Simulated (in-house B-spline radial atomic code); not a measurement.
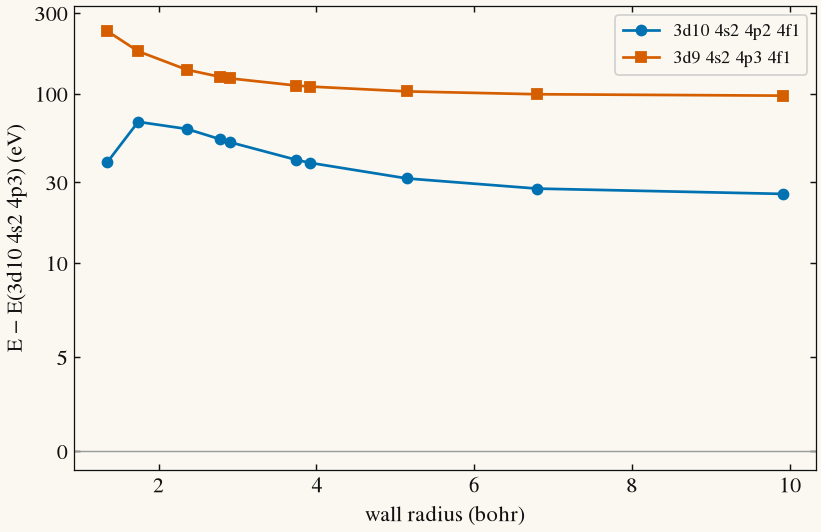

The Br²⁺ ion; electrons: [Ar] 3d10 4s2 4p3. It is put inside a hard spherical wall of varying radius. All numbers are computed, not measured: non-relativistic Hartree-Fock, average of configuration, point nucleus, hard spherical wall, basis-set limit (an in-house B-spline radial code). The runs are spin-unpolarised. The plot shows the energy of other fillings against the starting one at the same radius, on a scale that is linear within ±10 eV and logarithmic beyond.

> Which of the fillings is lower at each radius?

Against 3d10 4s2 4p3: 3d10 4s2 4p2 4f1 lies 25.5 eV above it at 9.91 bohr and never crosses it, ending at 39.4 eV at 1.35 bohr; 3d9 4s2 4p3 4f1 lies 97.2 eV above it at 9.91 bohr and never crosses it, ending at 233.5 eV at 1.35 bohr. At the tightest wall the lowest of the fillings run is 3d10 4s2 4p3; others weren't tried.
